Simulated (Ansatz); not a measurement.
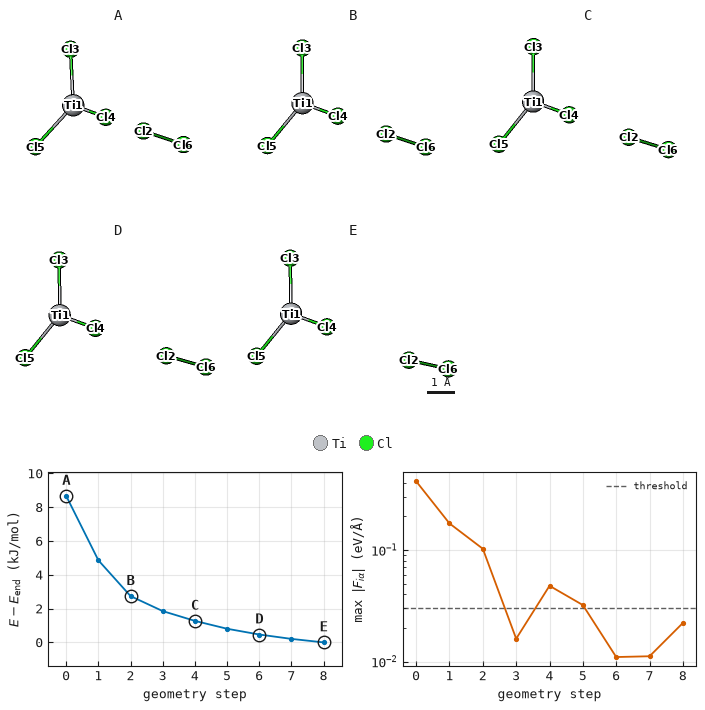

Frames of a relaxation of TiCl5 (multiplicity 2), marked on the history of the run. Style: ball-and-stick. Shown from a free direction.

The run prepares an end point of a later path (reaction) calculation, from a guessed geometry.

Computed with Ansatz 0.2.0, UHF/def2-SVP. Set-up: collinear spin; force threshold 0.03 eV/Å; at most 50 steps.

> Describe the path.

The energy falls by 8.67 kJ/mol in 8 geometry steps. The largest force component goes from 0.41 to 0.022 eV/Å. The forces were under the threshold at step 3, but the run went on from there. Cl2 moves most after the best rigid fit: 1.55 Å. By element the largest moves are Cl 1.55 Å, Ti 0.87 Å. Near-neighbour distances that change, for instance: Ti1–Cl2 3.576 → 5.998 Å, Cl2–Cl6 2.032 → 2.020 Å. The run took 61 s on 4 threads of Arm Neoverse V2, with other jobs on the host, peak memory 0.74 GiB. From step 0 to 2: Cl2 moves most (0.39 Å), energy −5.93 kJ/mol. From step 2 to 4: Cl atoms move most (0.39 Å), energy −1.47 kJ/mol. From step 4 to 6: Cl atoms move most (0.39 Å), energy −0.81 kJ/mol. From step 6 to 8: Cl2 moves most (0.39 Å), energy −0.47 kJ/mol.

Limits of the set-up: the start holds two separate molecules, 3.6 Å apart at their closest, whose relative position is a soft coordinate and is computed without a dispersion correction; Hartree-Fock leaves out electron correlation.
